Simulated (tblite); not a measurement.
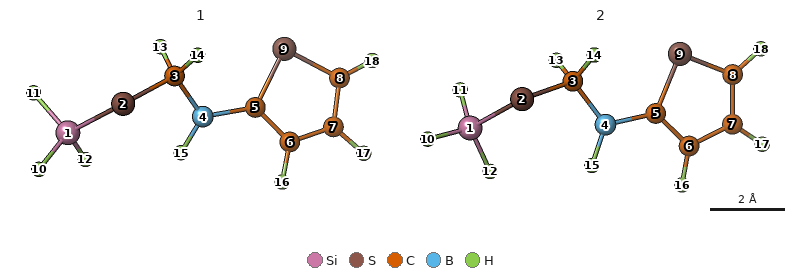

Two geometries of C5H9BS2Si, drawn at one scale. One is the start of a relaxation, the other its converged end. The picture is a ball-and-stick view, seen at a tilt.

Computed with GFN2-xTB geometry optimisation, gas phase in tblite 0.8.0. 

> Which one is relaxed?

Structure 2 is the relaxed one. The energy falls by 18.0 kcal/mol in 128 geometry steps. H11 moves most after the best rigid fit: 0.92 Å. By element the largest moves are H 0.92 Å, S 0.52 Å, C 0.30 Å, B 0.25 Å, Si 0.14 Å. Near-neighbour distances that change, for instance: C5–S9 1.841 → 1.751 Å, C8–S9 1.762 → 1.708 Å, Si1–H10 1.503 → 1.451 Å, C6–H16 1.127 → 1.076 Å. Bond angles that change, for instance: Si1–S2–C3 113.5° → 101.4°, S9–C8–H18 127.0° → 119.6°, H10–Si1–H12 105.6° → 112.7°. Groups turn about B4–C5 by about 30°, Si1–S2 by about 25°. The run took 2.2 s on 1 thread of Arm Neoverse N1, on a shared host.
